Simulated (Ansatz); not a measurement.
**B2H5NO: rigid torsion scan in Python**

A script is to give a rigid torsion scan; the system is B2H5NO. SMILES: BB(N)O.

Program: Ansatz 0.2.0, driven from Python. Level of theory: r2SCAN/def2-SVP. These are calculated values, not measurements.

### Step 1. Starting point

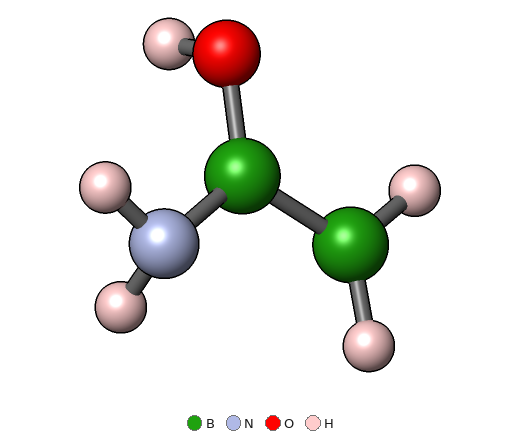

The starting structure, viewed from a chosen angle; boron green, nitrogen light blue, oxygen red, hydrogen pink.

No structure file is read: the coordinates are typed or built in the script.

### Step 2. Script

The input, torsion.py:

```python
import warnings

import ansatz as az
from ase import Atoms

BASIS = 'def2-SVP'
XC = 'r2scan'
FORCE_TOL = 0.02

warnings.simplefilter('ignore', az.DeckWarning)

atoms = Atoms(['B', 'B', 'N', 'O', 'H', 'H', 'H', 'H', 'H'], positions=[
    [0.2701, 1.3145, -0.6135],
    [0.0111, -0.0071, 0.2959],
    [0.7525, -1.2725, -0.0539],
    [-0.8024, 0.0417, 1.4511],
    [0.9543, 1.3336, -1.5708],
    [-0.3642, 2.3649, -0.3574],
    [0.4671, -1.6034, -0.9648],
    [0.5549, -1.9855, 0.6521],
    [-1.7548, -0.2325, 1.1442],
])

first = (
    az.Crystal.molecule_from_ase(atoms).calculation()
    .basis(gaussian=BASIS)
    .functional(XC)
    .relax(force_tolerance=FORCE_TOL, max_steps=80)
)
atoms.positions = first.run(threads=1, backend='cpu').report['positions_ang']

start = atoms.get_dihedral(0, 1, 3, 8)
energies = {}
for turn in range(0, 360, 30):
    turned = atoms.copy()
    turned.set_dihedral(0, 1, 3, 8, start + turn, indices=[3, 8])
    setup = az.Crystal.molecule_from_ase(turned).calculation()
    setup = setup.basis(gaussian=BASIS)
    setup = setup.functional(XC)
    energies[round((start + turn) % 360)] = setup.run(threads=1, backend='cpu').report['free_energy_ev']
floor = min(energies.values())
print('dihedral B0-B1-O3-H8 (deg)   E - E(min) (kcal/mol)')
for angle, e in sorted(energies.items()):
    print(f'{angle:8d} {23.060548 * (e - floor):14.3f}  ' + '#' * int(30 * (e - floor) / max(max(energies.values()) - floor, 1e-9)))
```

### Step 3. The input behind the calls

The package turns the script's settings into the engine's input (first run):

```yaml
crystal:
  periodic: [false, false, false]
  atoms:
    - { symbol: B, position_ang: [0.2701, 1.3145, -0.6135] }
    - { symbol: B, position_ang: [0.0111, -0.0071, 0.2959] }
    - { symbol: "N", position_ang: [0.7525, -1.2725, -0.0539] }
    - { symbol: O, position_ang: [-0.8024, 0.0417, 1.4511] }
    - { symbol: H, position_ang: [0.9543, 1.3336, -1.5708] }
    - { symbol: H, position_ang: [-0.3642, 2.3649, -0.3574] }
    - { symbol: H, position_ang: [0.4671, -1.6034, -0.9648] }
    - { symbol: H, position_ang: [0.5549, -1.9855, 0.6521] }
    - { symbol: H, position_ang: [-1.7548, -0.2325, 1.1442] }
basis:
  gaussian:
    orbitals: def2-SVP
hamiltonian:
  xc: r2scan
relax:
  f_tol: 0.02
  max_steps: 80
```

### Step 4. Launch

Run with:

```sh
> python torsion.py
```

Standard output:

```text
dihedral B0-B1-O3-H8 (deg)   E - E(min) (kcal/mol)
       1          0.000
      31          2.350  ######
      61          7.590  ####################
      91         11.139  ##############################
     121          9.586  #########################
     151          5.386  ##############
     181          3.337  ########
     211          5.362  ##############
     241          9.496  #########################
     271         10.978  #############################
     301          7.476  ####################
     331          2.329  ######
```

It took 83 s on 1 thread of Arm Neoverse V2, shared host; peak memory 0.21 GiB.

### Step 5. How the relaxation of run 0 went

Relaxation path:

| step | energy from step 1 (eV) | largest force component (eV/Å) |
| --- | --- | --- |
| 1 | 0.0000 | 2.8854 |
| 2 | -0.5147 | 1.7031 |
| 3 | -0.7097 | 2.2464 |
| 4 | -0.9306 | 1.1473 |
| 5 | -1.1010 | 0.5403 |
| 6 | -1.2738 | 0.7820 |
| 7 | -1.3982 | 0.3948 |
| 8 | -1.4192 | 0.0753 |
| 9 | -1.4195 | 0.0285 |
| 10 | -1.4199 | 0.0111 |

Step 1 is the start.

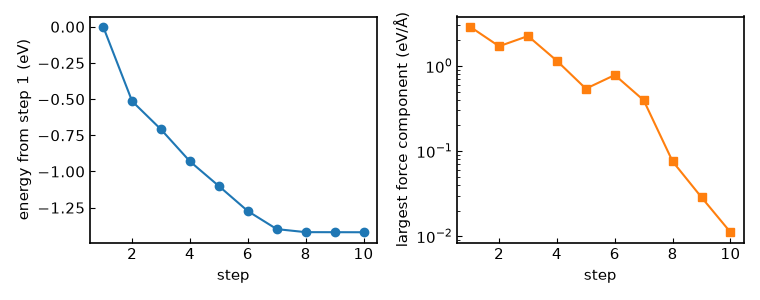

Energy and largest force along the relaxation.

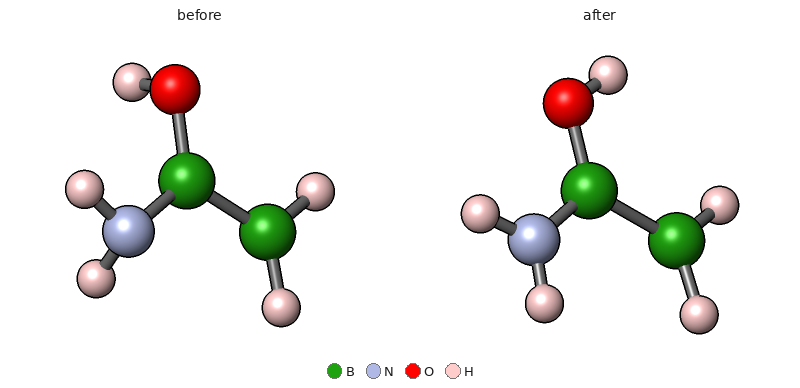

Before and after, at one scale.

Before: Bond lengths: B1–B2 1.625 Å, B2–N3 1.508 Å, B2–O4 1.414 Å, B1–H5 1.177 Å, B1–H6 1.254 Å, N3–H7 1.010 Å, N3–H8 1.023 Å, O4–H9 1.038 Å. Angles: B1–B2–N3 118.3°, B1–B2–O4 121.4°, N3–B2–O4 120.1°, B2–B1–H5 124.1°, B2–B1–H6 119.1°, H5–B1–H6 116.5°, B2–N3–H7 110.2°, B2–N3–H8 109.3°, H7–N3–H8 109.8°, B2–O4–H9 106.1°.

After: Bond lengths: B1–B2 1.720 Å, B2–N3 1.410 Å, B2–O4 1.382 Å, B1–H5 1.213 Å, B1–H6 1.215 Å, N3–H7 1.011 Å, N3–H8 1.015 Å, O4–H9 0.963 Å. Angles: B1–B2–N3 119.8°, B1–B2–O4 123.6°, N3–B2–O4 116.6°, B2–B1–H5 122.0°, B2–B1–H6 122.7°, H5–B1–H6 115.2°, B2–N3–H7 122.6°, B2–N3–H8 123.0°, H7–N3–H8 114.4°, B2–O4–H9 111.3°.

Run 0 is this relaxation; the runs after it count from 1.

### Step 6. The runs side by side

From the records of these 12 runs:

| run | turn (°) | energy from run 1 (eV) | SCF cycles | CPU time (s) |
| --- | --- | --- | --- | --- |
| 1 | 0 | 0.0000 | 17 | 3.3 |
| 2 | 30 | 0.1019 | 17 | 3.3 |
| 3 | 60 | 0.3291 | 17 | 3.3 |
| 4 | 90 | 0.4830 | 17 | 3.3 |
| 5 | 120 | 0.4157 | 17 | 3.3 |
| 6 | 150 | 0.2336 | 17 | 3.3 |
| 7 | 180 | 0.1447 | 17 | 3.3 |
| 8 | 210 | 0.2325 | 17 | 3.3 |
| 9 | 240 | 0.4118 | 17 | 3.3 |
| 10 | 270 | 0.4760 | 17 | 3.3 |
| 11 | 300 | 0.3242 | 17 | 3.3 |
| 12 | 330 | 0.1010 | 17 | 3.3 |

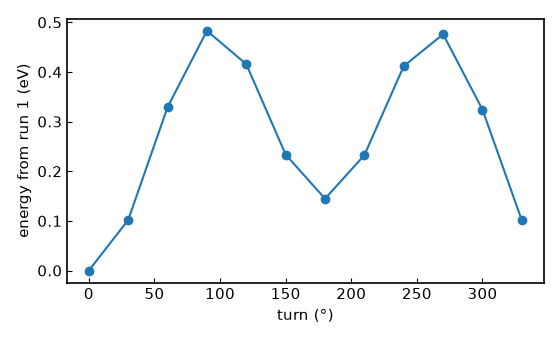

Energy against turn; lines join the points.

### Step 7. Results

```
              quantity     value
         runs compared        12
       range of energy  0.483 eV
lowest point, turn (°)         0
```

The lowest point lies at a turn of 0°, the highest 0.483 eV (46.6 kJ/mol) above it at 90°. The grid can miss the true lowest and highest points, and the rest of the molecule is held rigid. Run 0: The relaxation took 9 moves; the largest shift is 0.953 Å, of atom 9 (H). So large a move can change the bonding: the results belong to the relaxed structure. The scan is rigid and the energies are electronic, in a modest basis. With rigid groups the curve can differ much from the relaxed path, the start wasn't checked as a minimum of this torsion, and equivalent turns needn't return to the same energy.
